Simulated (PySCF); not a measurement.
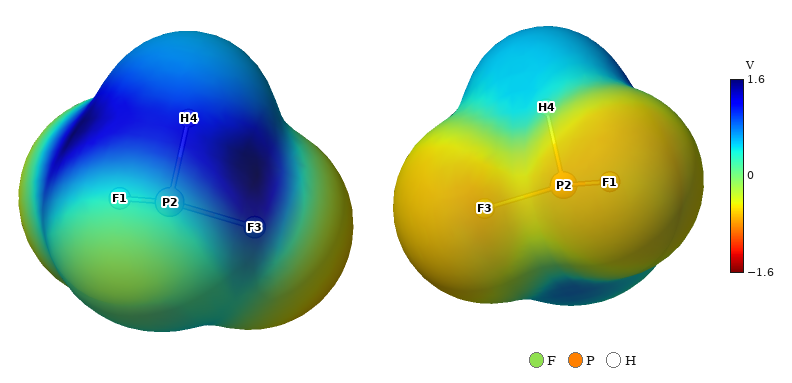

F2HP, SMILES `FPF`. Electrostatic potential on the surface of electron density 0.001 a.u. (back view left, front view right).

Level of theory: B3LYP/def2-SVPD (PySCF), at a geometry from GFN2-xTB. No frequency check shows the geometry to be a minimum. GFN2-xTB bond lengths at metals and heavier atoms can be off by up to 0.1 Å and shapes distorted, which carries into these values.

Cartesian coordinates (Å):

```
F1       1.1894   -0.5193    0.0166
P2      -0.0000    0.5684   -0.1059
F3      -1.1894   -0.5193    0.0166
H4      -0.0000    0.8209    1.2895
```

Where are the extremes of the potential on the surface?

Highest: 1.57 V, off the P2–H4 bond (1.9 to 2.0 Å from its atoms), and at like points elsewhere. Further maxima include 0.87 V, off the F1–P2 bond (2.0 to 2.1 Å from its atoms). Lowest: −0.68 V, 1.6 Å from F3, and at like points elsewhere. Further minima include −0.10 V, 2.3 Å from P2. The surface is sampled at points, so like sites can differ by a few per cent and only the strongest of them is named.

Cost of the run: 4.6 s on 1 thread of Arm Neoverse V1, with other jobs on the host, peak memory 0.3 GiB.
